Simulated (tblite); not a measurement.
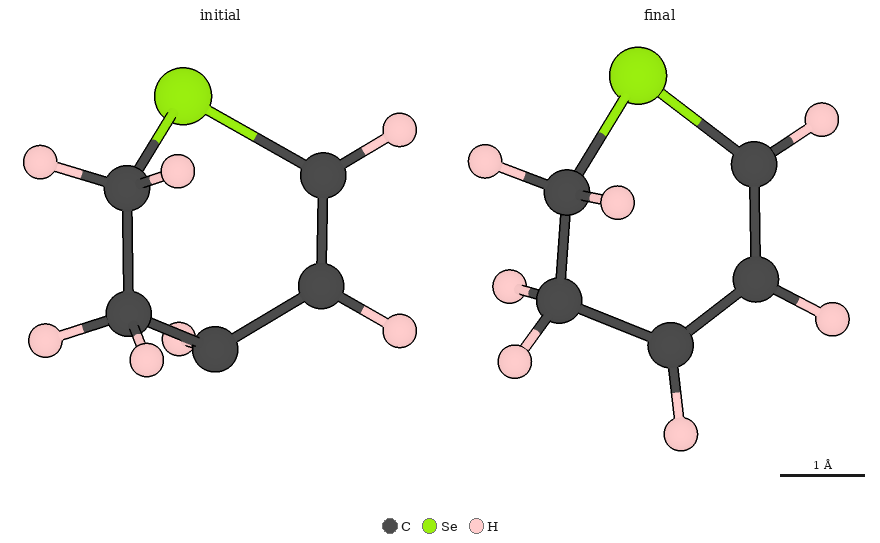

The structure of C$_{5}$H$_{7}$Se (multiplicity 2) before (left) and after (right) a relaxation, at one scale.

Style: ball-and-stick. Shown from a free direction.

Level of theory: tblite 0.8.0, GFN2-xTB geometry optimisation, gas phase. 

> Summarise the run.

The atom that moves furthest after the best rigid fit is an H atom (2.00 Å). Largest moves by element: H 2.00 Å, Se 0.67 Å, C 0.47 Å. Near-neighbour distances that change, for instance: C–C 1.489 → 1.364 Å, C–Se 1.944 → 1.859 Å, C–C 1.553 → 1.495 Å, C–C 1.333 → 1.389 Å. Bond angles that change, for instance: C–C–C 112.9° → 123.0°, C–C–H 109.8° → 119.6°, C–C–H 109.6° → 117.2°. Groups turn about C–Se by about 40°, C–C by about 35°. After 74 geometry steps the energy has fallen by 152.5 kJ/mol. Cost: 0.61 s on 1 thread of Arm Neoverse N1, on a shared host.
